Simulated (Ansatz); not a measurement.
# BH6OSi2 (charge +1): what the fields show

Input

```
crystal:
  periodic: [false, false, false]
  atoms:
    - { symbol: O, position_ang: [-0.07389, -0.12709, -1.86428] }
    - { symbol: B, position_ang: [0.02989, 0.08774, -0.56741] }
    - { symbol: Si, position_ang: [0.93616, 1.77929, -0.0706] }
    - { symbol: Si, position_ang: [-0.65879, -1.23596, 0.83908] }
    - { symbol: H, position_ang: [-0.49475, -0.90662, -2.23952] }
    - { symbol: H, position_ang: [-0.21987, -0.31126, 0.50372] }
    - { symbol: H, position_ang: [0.31796, 3.09672, 0.10774] }
    - { symbol: H, position_ang: [-1.74047, -2.02795, 0.25115] }
    - { symbol: H, position_ang: [-1.12022, -0.49664, 2.01487] }
    - { symbol: H, position_ang: [0.46282, -2.10289, 1.20596] }
total_charge: 1
basis:
  gaussian: { orbitals: def2-SVP }
hamiltonian:
  xc: b3lyp
  dispersion: d4
relax:
  f_tol: 0.02
  max_steps: 50
output:
  orbitals: {}
```

Run with:

```sh
ansatz run input.yaml --threads 2 --pin off --max-ram 3072MiB --backend cpu --events-out ev --progress --plain --runs-dir out
```

The fields are those of the run's last geometry, not of the input's.

Level of theory: Ansatz 0.2.0, RKS B3LYP-D4/def2-SVP.

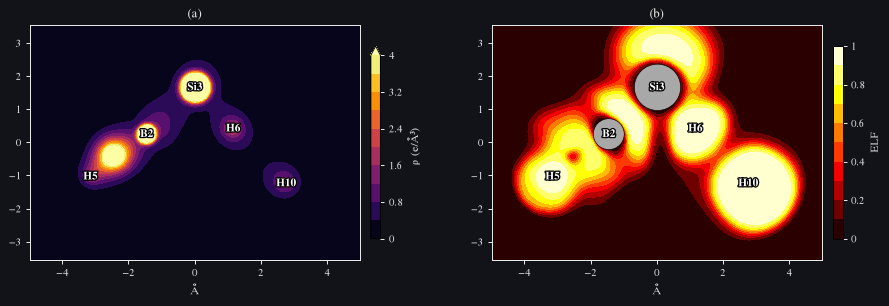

Figure 1. (a) electron density; (b) ELF on the plane of atoms B2, Si3 and H6. Grey discs cover the atomic cores in the ELF map.

Q: What does the map show?

A: The plane passes through B, Si and H nuclei. Si–B (2.04 Å): the density is about 0.68 e/Å³ at the midpoint; the ELF peaks at about 1 between the atoms (a shared electron pair). The ELF also peaks beside Si3, away from the bonds: lone-pair regions.

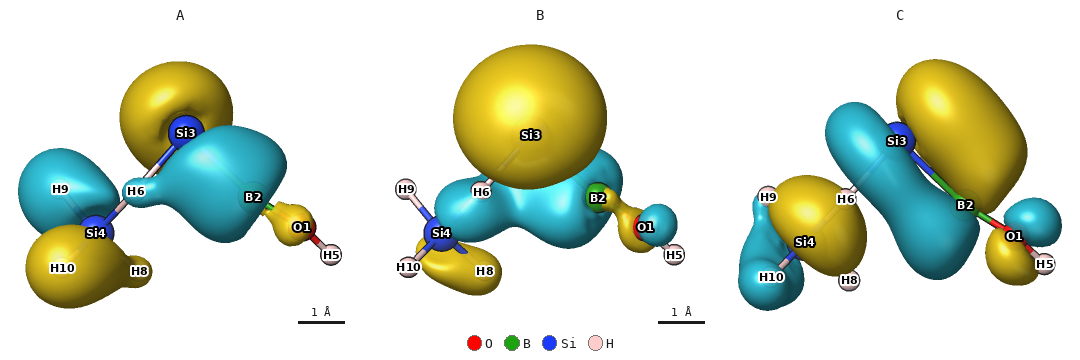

Figure 2. Three frontier orbitals at ±0.08 Å⁻³ᐟ² (yellow and cyan are the two phases), in no order.

Q: Which picture is the HOMO−1, the HOMO and the LUMO?

A: A is the HOMO−1 (−14.02 eV). Its weight (Hirshfeld) is mainly on Si3 (about 30 %), H7 (about 25 %), B2 (about 20 %), Si4 (about 10 %), H9 (about 10 %) and H10 (about 5 %). B is the HOMO (−11.45 eV). It lies mainly on Si3 (about 65 %), B2 (about 15 %) and H7 (about 5 %). C is the LUMO (−7.23 eV). Its weight (Hirshfeld) is mainly on Si3 (about 35 %), B2 (about 30 %), Si4 (about 15 %) and O1 (about 10 %); π-bonding across Si3–B2.

Q: What is the HOMO–LUMO gap?

A: 4.22 eV between the orbital energies.

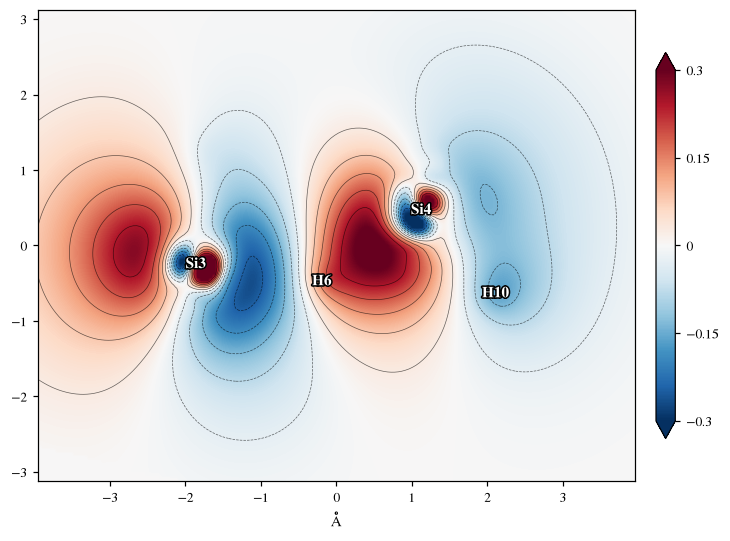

Figure 3. The LUMO on the plane of atoms H6, Si4 and H10 (values in Å⁻³ᐟ²; the overall sign is arbitrary).

Q: Describe this orbital and give its energy.

A: Its weight (Hirshfeld) is mainly on Si3 (about 35 %), B2 (about 30 %), Si4 (about 15 %) and O1 (about 10 %); π-bonding across Si3–B2. Its energy is −7.23 eV.
